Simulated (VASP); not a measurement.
Band structure of SiMo3 (space group Pm-3n). These are PBE GGA, VASP's PBE PAW potentials (set 64) (plane waves; VASP 6.6.1) values and carry that method's errors.

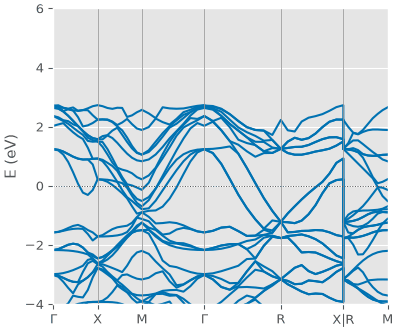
Bands along high-symmetry lines, zero at the valence-band maximum or, without a gap, the Fermi level

Read the plot: is there a gap, and where are the band edges?

It has no gap at this level: it comes out as a metal or semimetal.

The structure comes from a computed database's SiMo3 entry (Pm-3n); how it stands against other phases isn't given here. The cell was not relaxed at this level.
